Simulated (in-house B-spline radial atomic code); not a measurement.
The calculation used an in-house B-spline radial code at this level: scalar-relativistic (spin-free one-electron X2C) TPSS, spin-polarised, spherical fractional occupations, Fermi nucleus, basis-set limit. The occupation of the 4f shell is varied from Sm⁴⁺ ([Xe] 4f4 (high spin)) to Sm³⁺ ([Xe] 4f5 (high spin)), with spherical fractional occupations. Wanted, and plotted below: the total energy less the straight line between the end points, and the eigenvalue of 4f↑ (the dashed line is minus the energy to take the whole electron out).

The curve is convex (below the straight line), with the largest deviation among the points computed, −2.42 eV, at 0.5. The end points differ by 43.2 eV, the energy to take the electron out. The eigenvalue, which is the slope of the energy (Janak's theorem), moves from −53.1 eV at 0 to −33.7 eV at 1; for a straight line it would stay constant, and a parabola would sag by an eighth of this change, scaled to a whole electron, 2.42 eV. Convexity is the mark of the delocalisation error, which puts fractional charges too low; for p, d and f shells the spherical spreading of the fraction adds to it.

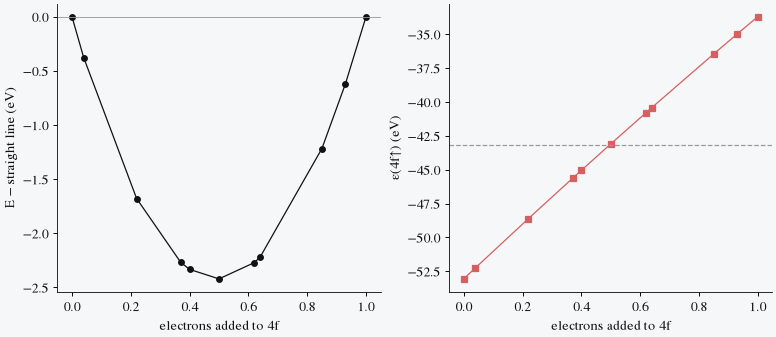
